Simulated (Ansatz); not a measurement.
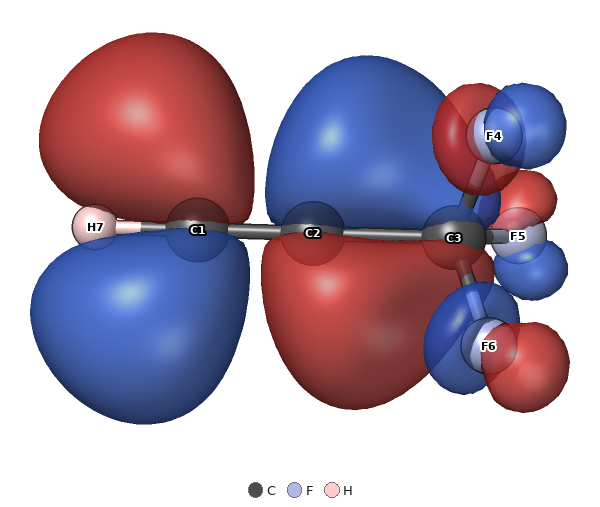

C₃HF₃ (SMILES C#CC(F)(F)F). The LUMO at ±0.08 Å⁻³ᐟ² (red and blue are the two phases), seen at a tilt.

Geometry: PBE0-D4/def2-TZVP.

Theory: Ansatz 0.2.0, RKS PBE0-D4/def2-TZVPP.

```yaml
atoms:
  - { symbol: C, position_ang: [1.2488, -1.2341, 0.0506] }
  - { symbol: C, position_ang: [0.3989, -0.3943, 0.0110] }
  - { symbol: C, position_ang: [-0.6407, 0.6315, -0.0365] }
  - { symbol: F, position_ang: [-1.8194, 0.1086, -0.3822] }
  - { symbol: F, position_ang: [-0.3417, 1.5811, -0.9260] }
  - { symbol: F, position_ang: [-0.7914, 1.2215, 1.1515] }
  - { symbol: H, position_ang: [2.0066, -1.9823, 0.0859] }
```

Question: Describe this orbital and give its energy.

Answer: Its weight (Hirshfeld) is mainly on C1 (about 40 %), C2 (about 30 %), C3 (about 10 %) and H7 (about 10 %); π-antibonding (π*) across C1–C2. It is one of a degenerate set, so its orientation is arbitrary. Its energy is −0.26 eV.
